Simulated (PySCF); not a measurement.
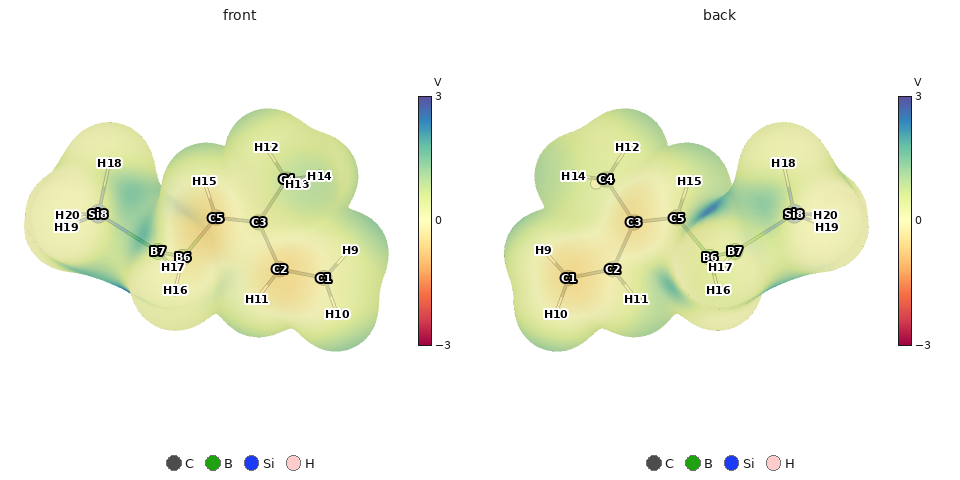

Figure 1: C₅H₁₂B₂Si (SMILES C=C/C(C)=C\BB[SiH3]). The molecular electrostatic potential painted on the density surface at 0.004 e/bohr³, seen from the front and from behind; the colour scale runs from red (negative) to blue (positive).

Geometry: GFN2-xTB.

Method: PySCF 2.14.0, PBE0/pcSseg-1, SCF density, gas phase, non-relativistic.

```xyz
20

C    -3.2412    1.1481   -0.6300
C    -1.9385    1.0242   -0.3928
C    -1.2823   -0.1344    0.1868
C    -2.1535   -1.2322    0.7274
C     0.0623   -0.2340    0.1975
B     1.1100    0.7736   -0.3417
B     2.3779    0.2770   -1.1979
Si    3.9486   -0.4027   -0.2224
H    -3.9482    0.3618   -0.4271
H    -3.6494    2.0487   -1.0571
H    -1.2752    1.8393   -0.6508
H    -1.5555   -1.9920    1.2253
H    -2.8717   -0.8290    1.4401
H    -2.7113   -1.7076   -0.0796
H     0.4612   -1.1656    0.5927
H     0.9797    1.9044   -0.0282
H     2.4489    0.2464   -2.3699
H     3.8040   -1.8487    0.0346
H     5.2335   -0.2625   -0.9305
H     4.1956    0.1958    1.1010
```

**Which sites attract a positive test charge, and which a negative one?**

A positive charge is drawn to the negative regions and a negative charge to the positive ones. The most negative region (about −0.6 V, or −14 kcal/mol for a unit charge) lies over the π face of C1, C2, C3 and C5, the most positive (about +2.4 V, or +55 kcal/mol for a unit charge) over B7.

**How polar is the molecule by this calculation?**

Its dipole moment is 1.67 D.
